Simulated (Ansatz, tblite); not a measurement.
**Al6P6 wurtzite hole sphere (Al₆P₆H₁₈): removing and adding an electron**

Aim: the energy of removing and adding an electron for Al6P6 wurtzite hole sphere (Al₆P₆H₁₈), by energy differences, and how well orbital energies stand in for it.

Computed with Ansatz 0.2.0, Gaussian basis. Level: as each input shows.

Levels to be run: charge +1 doublet, at the geometry of the singlet (PBE0-D4/def2-TZVP, PBE-D4/def2-TZVP); charge -1 doublet, at the geometry of the singlet (PBE0-D4/def2-TZVP, PBE-D4/def2-TZVP); the starting singlet's energies come from earlier runs.

1 further run of the same task is left out (set aside as unsound or not needed).

## 1. The structure

The geometry is that of the singlet, from an earlier relaxation (PBE-D4/def2-SVP).

30 atoms, charge 0, spin multiplicity 1.

Atoms are counted from 1 here; the program's logs count them from 0.

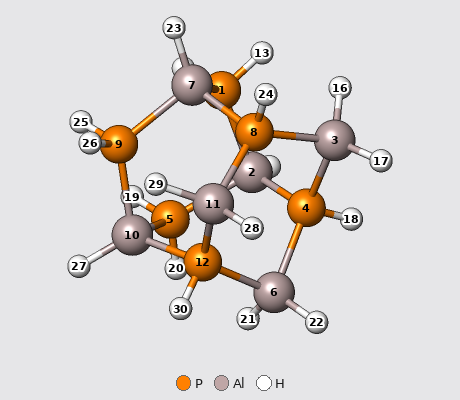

The geometry (phosphorus orange, aluminium light grey, hydrogen white); atoms are numbered from 1 in the order of the file.

Geometry (Å):

```mol
Al6H18P6
  3D, bonds by distance, orders not assigned

 30 33  0  0  0  0  0  0  0  0999 V2000
   -0.0029   -2.1044   -1.8745 P   0  0
   -2.1192   -1.2228   -1.0554 Al  0  0
    0.0024   -2.4771    2.0148 Al  0  0
   -1.8343   -1.0581    1.2830 P   0  0
   -1.8236    1.0504   -1.8751 P   0  0
   -2.1446    1.2422    2.0141 Al  0  0
    2.1161   -1.2237   -1.0615 Al  0  0
    1.8374   -1.0587    1.2777 P   0  0
    1.8190    1.0499   -1.8796 P   0  0
   -0.0010    2.4444   -1.0616 Al  0  0
    2.1495    1.2414    2.0087 Al  0  0
    0.0017    2.1217    1.2778 P   0  0
   -0.0019   -3.5150   -1.6567 H   0  0
   -0.0048   -2.0954   -3.3066 H   0  0
   -3.3721   -1.9469   -1.7284 H   0  0
    0.0012   -3.7643    1.0378 H   0  0
    0.0050   -2.6309    3.6083 H   0  0
   -3.0191   -1.7425    1.7134 H   0  0
   -1.8159    1.0434   -3.3072 H   0  0
   -3.0460    1.7547   -1.6586 H   0  0
   -3.2595    1.8835    1.0358 H   0  0
   -2.2781    1.3212    3.6075 H   0  0
    3.3671   -1.9477   -1.7379 H   0  0
    3.0235   -1.7440    1.7032 H   0  0
    1.8097    1.0420   -3.3117 H   0  0
    3.0416    1.7545   -1.6648 H   0  0
   -0.0021    3.8895   -1.7387 H   0  0
    2.2861    1.3192    3.6018 H   0  0
    3.2633    1.8825    1.0289 H   0  0
    0.0019    3.4909    1.7053 H   0  0
  1  2  8  0
  1  7  8  0
  1 13  8  0
  1 14  8  0
  2  4  8  0
  2  5  8  0
  2 15  8  0
  3  4  8  0
  3  8  8  0
  3 16  8  0
  3 17  8  0
  4  6  8  0
  4 18  8  0
  5 10  8  0
  5 19  8  0
  5 20  8  0
  6 12  8  0
  6 21  8  0
  6 22  8  0
  7  8  8  0
  7  9  8  0
  7 23  8  0
  8 11  8  0
  8 24  8  0
  9 10  8  0
  9 25  8  0
  9 26  8  0
 10 12  8  0
 10 27  8  0
 11 12  8  0
 11 28  8  0
 11 29  8  0
 12 30  8  0
M  END
```

## 2. Charge +1 doublet at the fixed geometry, PBE0-D4/def2-TZVP

in.yaml reads:

```yaml
crystal:
  periodic: [false, false, false]
  atoms:
    - {symbol: P, position_ang: [-0.002915, -2.104363, -1.874477]}
    - {symbol: Al, position_ang: [-2.119223, -1.222828, -1.055438]}
    - {symbol: Al, position_ang: [0.002371, -2.477104, 2.014805]}
    - {symbol: P, position_ang: [-1.834256, -1.058078, 1.283021]}
    - {symbol: P, position_ang: [-1.823633, 1.050406, -1.875062]}
    - {symbol: Al, position_ang: [-2.144607, 1.242235, 2.014149]}
    - {symbol: Al, position_ang: [2.116066, -1.223672, -1.061480]}
    - {symbol: P, position_ang: [1.837356, -1.058707, 1.277740]}
    - {symbol: P, position_ang: [1.819031, 1.049868, -1.879609]}
    - {symbol: Al, position_ang: [-0.001041, 2.444356, -1.061553]}
    - {symbol: Al, position_ang: [2.149491, 1.241423, 2.008674]}
    - {symbol: P, position_ang: [0.001661, 2.121713, 1.277778]}
    - {symbol: H, position_ang: [-0.001901, -3.514973, -1.656745]}
    - {symbol: H, position_ang: [-0.004826, -2.095392, -3.306582]}
    - {symbol: H, position_ang: [-3.372110, -1.946854, -1.728420]}
    - {symbol: H, position_ang: [0.001211, -3.764303, 1.037768]}
    - {symbol: H, position_ang: [0.005024, -2.630911, 3.608332]}
    - {symbol: H, position_ang: [-3.019093, -1.742461, 1.713429]}
    - {symbol: H, position_ang: [-1.815900, 1.043393, -3.307162]}
    - {symbol: H, position_ang: [-3.046037, 1.754713, -1.658606]}
    - {symbol: H, position_ang: [-3.259540, 1.883534, 1.035829]}
    - {symbol: H, position_ang: [-2.278144, 1.321153, 3.607478]}
    - {symbol: H, position_ang: [3.367110, -1.947678, -1.737910]}
    - {symbol: H, position_ang: [3.023461, -1.743961, 1.703239]}
    - {symbol: H, position_ang: [1.809718, 1.042034, -3.311690]}
    - {symbol: H, position_ang: [3.041580, 1.754453, -1.664821]}
    - {symbol: H, position_ang: [-0.002097, 3.889469, -1.738688]}
    - {symbol: H, position_ang: [2.286114, 1.319154, 3.601844]}
    - {symbol: H, position_ang: [3.263276, 1.882456, 1.028898]}
    - {symbol: H, position_ang: [0.001854, 3.490912, 1.705259]}
basis:
  gaussian: {orbitals: def2-TZVP, fitting: {mean_field: def2-universal-jkfit}}
total_charge: 1
magnetization: {spin_polarized: true, initial_magnetization: 1}
hamiltonian: {xc: pbe0, dispersion: d4}
scf: {omitted_lower_state_checks: [starts]}
output: {orbitals: {seedname: orbitals}}
```

The run is started by

```bash
ansatz run in.yaml --threads 2 --pin off --events-out ev --progress --plain --max-ram 32768MiB --backend cuda --devices 0, --max-vram 18GiB
```

Standard output:

```text
Functional definition: PBE0
  name "PBE0"
  cite "Adamo & Barone, J. Chem. Phys. 110, 6158 (1999) doi:10.1063/1.478522"
  cite "Perdew, Burke & Ernzerhof, Phys. Rev. Lett. 77, 3865 (1996) doi:10.1103/PhysRevLett.77.3865"
  parent pbe
  parameter a = 0.25
  parameter kappa = 0.804
  parameter beta = 0.06672455060314922
  exchange = (1 - a)*pbe_x(kappa = kappa, mu = beta*pi^2/3) + a*exact_x
  correlation = pbe_c(beta = beta)
these checks for a lower state are left out or cut short: starts
1860 factors; integrals over basis functions are off by at most 6.6e-1 eV
mean field evaluation 1: about -95565.6237 eV, gradient 2.3e1 eV
mean field evaluation 2: about -95565.0230 eV, gradient 2.7e1 eV
mean field evaluation 4: about -95569.2770 eV, gradient 2.3e0 eV
mean field evaluation 8: about -95569.3259 eV, gradient 2.1e-1 eV
mean field evaluation 16: about -95569.3390 eV, gradient 7.0e-4 eV
mean field -95569.33896453 eV, -3512.1084277218 hartree, gradient 6.0e-6 eV, S^2 0.756502; 0 other end points of the search recorded, 0 dependent functions left out
reference -95569.33903392 eV, -3512.1084302719 hartree; 93, 92 occupied and 459, 460 virtual orbitals, 1860 factors
Total energy: -95570.89297110 eV, -3512.1655364098 hartree
Checks for a lower state left out: starts
```

Run time: 16 s. Hardware: 1 × H100 (card shared with other runs) with 2 threads of AMD EPYC 7R13, shared host; peak host memory 1.2 GiB.

Report: HOMO -10.84 eV, LUMO -9.88 eV (over both spins); ⟨S²⟩ 0.757 (pure: 0.75).

## 3. Charge +1 doublet at the fixed geometry, PBE-D4/def2-TZVP

start.molden holds the orbitals of an earlier run on this state, given as this run's starting guess.

in.yaml: that of step 2 with these lines changed.

```diff
@@ -34,6 +34,6 @@
 basis:
-  gaussian: {orbitals: def2-TZVP, fitting: {mean_field: def2-universal-jkfit}}
+  gaussian: {orbitals: def2-TZVP, fitting: {mean_field: def2-universal-jkfit}, initial_orbitals: start.molden}
 total_charge: 1
 magnetization: {spin_polarized: true, initial_magnetization: 1}
-hamiltonian: {xc: pbe0, dispersion: d4}
+hamiltonian: {xc: pbe, dispersion: d4}
 scf: {omitted_lower_state_checks: [starts]}
```

Same command.

Standard output:

```text
Functional definition: PBE
  name "PBE"
  cite "Perdew, Burke & Ernzerhof, Phys. Rev. Lett. 77, 3865 (1996) doi:10.1103/PhysRevLett.77.3865"
  parent pbe
  parameter kappa = 0.804
  parameter beta = 0.06672455060314922
  exchange = pbe_x(kappa = kappa, mu = beta*pi^2/3)
  correlation = pbe_c(beta = beta)
these checks for a lower state are left out or cut short: starts
1860 factors; integrals over basis functions are off by at most 6.6e-1 eV
mean field evaluation 1: about -95560.0670 eV, gradient 1.6e1 eV
mean field evaluation 2: about -95560.4252 eV, gradient 4.9e-1 eV
mean field evaluation 4: about -95560.4465 eV, gradient 1.8e-1 eV
mean field evaluation 8: about -95560.4477 eV, gradient 1.6e-3 eV
mean field evaluation 16: about -95560.4477 eV, gradient 1.6e-4 eV
mean field -95560.44767105 eV, -3511.7816787134 hartree, gradient 2.9e-6 eV, S^2 0.751921; 0 other end points of the search recorded, 0 dependent functions left out
reference -95560.44776480 eV, -3511.7816821583 hartree; 93, 92 occupied and 459, 460 virtual orbitals, 1860 factors
Total energy: -95562.16860760 eV, -3511.8449219651 hartree
Checks for a lower state left out: starts
```

Wall time 16 s (1 × H100 (card shared with other runs) with 2 threads of AMD EPYC 7R13, shared host); peak host memory 1.2 GiB.

HOMO -9.80 eV, LUMO -9.85 eV (over both spins; with the spin held, an empty level of the minority spin lies below the top filled one); ⟨S²⟩ 0.752 (pure: 0.75).

## 4. Vertical ionisation energy

Charged state less starting state, singlet to doublet; the starting state's energies are those of its earlier runs.

| level | vertical ionisation energy (eV) | time |
| --- | --- | --- |
| PBE-D4/def2-TZVP | +8.17 | 34 s |
| PBE0-D4/def2-TZVP | +8.71 | 38 s |

Times add the two runs; a level without a time comes out of a correlated run.

Beside −ε(HOMO) of the starting state:

| level | −ε(HOMO) (eV) | by difference (eV) | mismatch (eV) |
| --- | --- | --- | --- |
| PBE-D4/def2-TZVP | 6.32 | 8.17 | -1.85 |
| PBE0-D4/def2-TZVP | 7.40 | 8.71 | -1.31 |

## 5. Charge -1 doublet at the fixed geometry, PBE0-D4/def2-TZVP

in.yaml: that of step 3 with these lines changed.

```diff
@@ -34,6 +34,6 @@
 basis:
-  gaussian: {orbitals: def2-TZVP, fitting: {mean_field: def2-universal-jkfit}, initial_orbitals: start.molden}
-total_charge: 1
+  gaussian: {orbitals: def2-TZVP, fitting: {mean_field: def2-universal-jkfit}}
+total_charge: -1
 magnetization: {spin_polarized: true, initial_magnetization: 1}
-hamiltonian: {xc: pbe, dispersion: d4}
+hamiltonian: {xc: pbe0, dispersion: d4}
 scf: {omitted_lower_state_checks: [starts]}
```

Launched as before.

Standard output, shortened:

```text
Functional definition: PBE0
  name "PBE0"
  cite "Adamo & Barone, J. Chem. Phys. 110, 6158 (1999) doi:10.1063/1.478522"
  cite "Perdew, Burke & Ernzerhof, Phys. Rev. Lett. 77, 3865 (1996) doi:10.1103/PhysRevLett.77.3865"
  parent pbe
[...]
1860 factors; integrals over basis functions are off by at most 6.6e-1 eV
[...]
mean field -95578.65691034 eV, -3512.4508559144 hartree, gradient 1.2e-5 eV, S^2 0.753040; 0 other end points of the search recorded, 0 dependent functions left out
reference -95578.65698311 eV, -3512.4508585888 hartree; 94, 93 occupied and 458, 459 virtual orbitals, 1860 factors
Total energy: -95580.34392490 eV, -3512.5128525562 hartree
Checks for a lower state left out: starts
```

Run time: 14 s. Hardware: 1 × H100 (card shared with other runs) with 2 threads of AMD EPYC 7R13, shared host; peak host memory 1.2 GiB.

From the report: HOMO 0.48 eV, LUMO 1.76 eV (over both spins); ⟨S²⟩ 0.753 (pure: 0.75). Doubts: highest occupied level lies above zero.

## 6. Charge -1 doublet at the fixed geometry, PBE-D4/def2-TZVP

in.yaml: that of step 5 with these lines changed.

```diff
@@ -34,6 +34,6 @@
 basis:
-  gaussian: {orbitals: def2-TZVP, fitting: {mean_field: def2-universal-jkfit}}
+  gaussian: {orbitals: def2-TZVP, fitting: {mean_field: def2-universal-jkfit}, initial_orbitals: start.molden}
 total_charge: -1
 magnetization: {spin_polarized: true, initial_magnetization: 1}
-hamiltonian: {xc: pbe0, dispersion: d4}
+hamiltonian: {xc: pbe, dispersion: d4}
 scf: {omitted_lower_state_checks: [starts]}
```

Same command.

Standard output:

```text
Functional definition: PBE
  name "PBE"
  cite "Perdew, Burke & Ernzerhof, Phys. Rev. Lett. 77, 3865 (1996) doi:10.1103/PhysRevLett.77.3865"
  parent pbe
  parameter kappa = 0.804
  parameter beta = 0.06672455060314922
  exchange = pbe_x(kappa = kappa, mu = beta*pi^2/3)
  correlation = pbe_c(beta = beta)
these checks for a lower state are left out or cut short: starts
1860 factors; integrals over basis functions are off by at most 6.6e-1 eV
mean field evaluation 1: about -95569.0241 eV, gradient 1.6e1 eV
mean field evaluation 2: about -95569.3886 eV, gradient 5.1e-1 eV
mean field evaluation 4: about -95569.3998 eV, gradient 4.0e-2 eV
mean field evaluation 8: about -95569.3998 eV, gradient 1.9e-5 eV
mean field -95569.39984632 eV, -3512.1106650863 hartree, gradient 1.3e-5 eV, S^2 0.751563; 0 other end points of the search recorded, 0 dependent functions left out
reference -95569.39994253 eV, -3512.1106686222 hartree; 94, 93 occupied and 458, 459 virtual orbitals, 1860 factors
Total energy: -95571.26871883 eV, -3512.1793448844 hartree
Checks for a lower state left out: starts
```

Run time: 12 s. Hardware: 1 × H100 (card shared with other runs) with 2 threads of AMD EPYC 7R13, shared host; peak host memory 1.2 GiB.

From the report: HOMO 0.82 eV, LUMO 1.04 eV (over both spins); ⟨S²⟩ 0.752 (pure: 0.75). Doubts: highest occupied level lies above zero.

## 7. Vertical electron affinity

Starting state less charged state (positive: the electron is bound), singlet to doublet; the starting state's energies are those of its earlier runs.

| level | vertical electron affinity (eV) | time |
| --- | --- | --- |
| PBE-D4/def2-TZVP | +0.93 | 30 s |
| PBE0-D4/def2-TZVP | +0.74 | 35 s |

Times add the two runs; a level without a time comes out of a correlated run.

Beside −ε(LUMO) of the starting state:

| level | −ε(LUMO) (eV) | by difference (eV) | mismatch (eV) |
| --- | --- | --- | --- |
| PBE-D4/def2-TZVP | 2.57 | 0.93 | +1.64 |
| PBE0-D4/def2-TZVP | 1.81 | 0.74 | +1.07 |

## 8. Outcome

```
                                            quantity                               value
vertical ionisation energy, functionals in def2-TZVP  8.17 (PBE-D4) to 8.71 eV (PBE0-D4)
vertical electron affinity, functionals in def2-TZVP  0.74 (PBE0-D4) to 0.93 eV (PBE-D4)
```

In words: The vertical ionisation energy spans 8.17 to 8.71 eV over the functionals. −ε(HOMO) misses the level's own difference by -1.31 eV at best (PBE0-D4) and -1.85 eV at worst (PBE-D4). The vertical electron affinity spans 0.74 to 0.93 eV over the functionals. The anion's highest level lies above zero where self-interaction lifts it, so diffuse functions weigh on these values. −ε(LUMO) misses the level's own difference by +1.07 eV at best (PBE0-D4) and +1.64 eV at worst (PBE-D4).

The anion's highest level is positive in at least one run, so there the basis alone may hold the extra electron.
